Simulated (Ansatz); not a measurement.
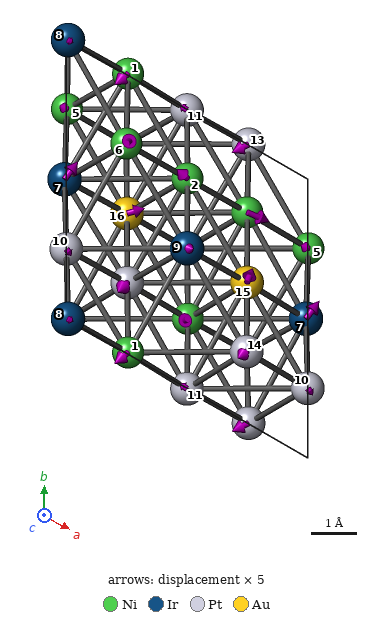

This is a relaxation of crystalline Ni$_{6}$Ir$_{3}$Pt$_{5}$Au$_{2}$ (a generated structure, set up in P1) (coarse preliminary run). The starting structure is drawn; purple arrows show the displacements (the part carried along by the change of the cell is left out), magnified 5 times.

Style: ball-and-stick. Shown: the cell of the calculation, along the c axis.

Case: elements placed on the fcc lattice with unlike neighbours.

Method: Ansatz 0.2.0, DFT PBE, scalar-relativistic, plane waves, PAW. (plane-wave cutoff 420 eV; k-point mesh 3 × 3 × 3; occupations gaussian; smearing width 0.1 eV; collinear spin; cell and atoms relaxed; force threshold 0.04 eV/Å; at most 50 steps)

What happened in the run?

Answer. Over 4 accepted moves (5 points after the start) the energy falls by 0.631 eV per cell of the calculation. The largest force component goes from 1.5 to 0.0095 eV/Å. Pressure: 3.27 GPa at the start and −0.03 GPa at the end. At 1 point the geometry stayed and the basis and grid were re-selected for the new cell (energy shift of 0.4 meV per cell of the calculation at most each time). A Ni atom moves most relative to the cell: 0.12 Å roughly along +a. Largest moves by element: Ni 0.12 Å, Ir 0.10 Å, Pt 0.10 Å, Au 0.09 Å. The volume changes by +0.8 %, with a 6.616 → 6.634 Å (+0.3 %), b 6.616 → 6.630 Å (+0.2 %), c 6.616 → 6.648 Å (+0.5 %), α 109.5° → 108.7°, β 109.5° → 110.8°, γ 109.5° → 108.9°. Some distances before and after: Ni–Ni 2.704 → 2.916 Å, Ir–Pt 2.667 → 2.863 Å, Ni–Ni 2.681 → 2.854 Å, Ni–Ni 2.735 → 2.566 Å. The space group stays P1 (No. 1).
